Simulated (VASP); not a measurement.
Given:

```yaml
crystal:
  lattice:
    - [2.00070, -3.46531, 0.00000]
    - [2.00070, 3.46531, 0.00000]
    - [0.00000, 0.00000, 5.22331]
  atoms:
    - { symbol: Ni, position: [0.00000, 0.00000, 0.50000] }
    - { symbol: Ni, position: [0.00000, 0.00000, 0.00000] }
    - { symbol: Sb, position: [0.33333, 0.66667, 0.25000] }
    - { symbol: Sb, position: [0.66667, 0.33333, 0.75000] }
```

The numbers are results of RPBE GGA, VASP's PBE PAW potentials (set 64) (plane waves; VASP 6.6.1), not measurements. Run with 520 eV cut-off, 10×10×7 Γ-centred mesh, tetrahedra with Blöchl corrections, potentials Ni Sb.

Unless said otherwise, spin-orbit coupling is left out, though it shifts the bands of the heavy elements here.

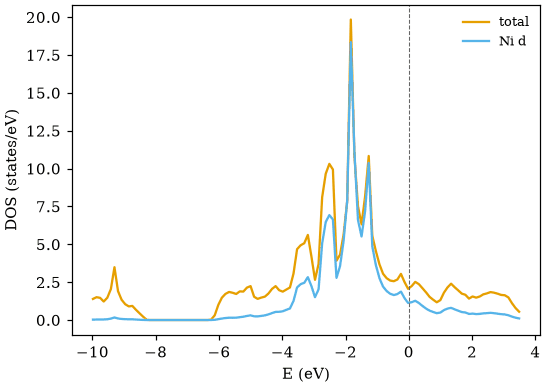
Fig. 1. Total and projected density of states, zero at the Fermi level

Within 2 eV below the Fermi level the largest weight inside VASP's projection spheres is Ni d.

It has no gap at this level: it comes out as a metal or semimetal.

The compound is NiSb in the NiAs type structure. It was relaxed first, which changed the volume by +6 %. The run is not spin-polarised, so no magnetic state was tried.
